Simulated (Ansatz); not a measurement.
Input file:

```
crystal:
  periodic: [false, false, false]
  atoms:
    - {symbol: C, position_ang: [-0.577746, -0.208472, -1.348629]}
    - {symbol: Mg, position_ang: [1.196758, 0.264615, 1.255299]}
    - {symbol: O, position_ang: [0.101657, -0.027982, -0.351230]}
    - {symbol: H, position_ang: [-1.008604, -1.206166, -1.562778]}
    - {symbol: H, position_ang: [-0.773310, 0.622796, -2.054069]}
    - {symbol: H, position_ang: [2.122005, 0.511609, 2.612346]}
basis:
  gaussian:
    orbitals: def2-TZVPD
output:
  forces: true
  orbitals: {seedname: orbitals}
total_charge: 1
hamiltonian:
  xc: {name: PBE0}
```

Launched as:

```sh
ansatz run input.yaml --threads 1 --pin off --max-ram 2610MiB --events-out events.jsonl --progress --plain --runs-dir runs
```

Geometry: PBE0-D3(BJ)/def2-SVP.

Level of theory: isolated molecule in a Gaussian basis; Kohn-Sham density functional theory, functional PBE0 in Ansatz 0.2.0.

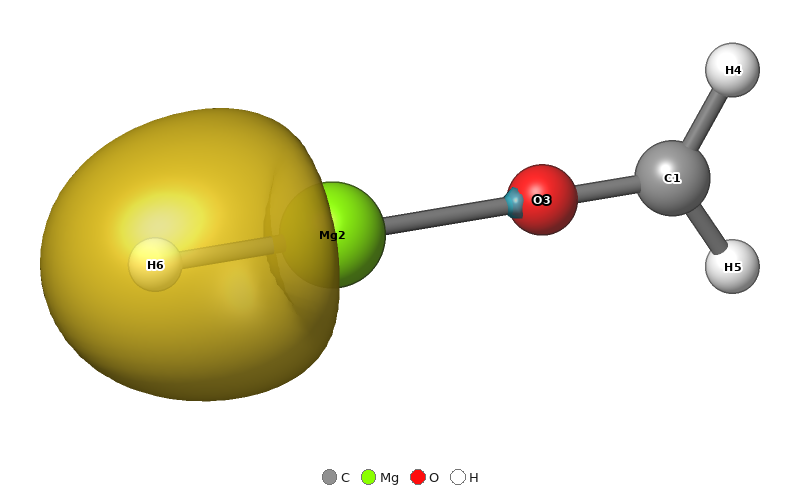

CH₃MgO (SMILES [CH2+][O][MgH]) (charge +1). The HOMO at ±0.15 Å⁻³ᐟ² (yellow and cyan are the two phases), seen at a tilt.

Question: What is the character of this orbital?

Answer: By Hirshfeld shares it lies mainly on H6 (about 55 %) and Mg2 (about 40 %); it is symmetric in the molecular plane (an in-plane orbital: σ, lone-pair or in-plane π type). Its energy is −12.62 eV.
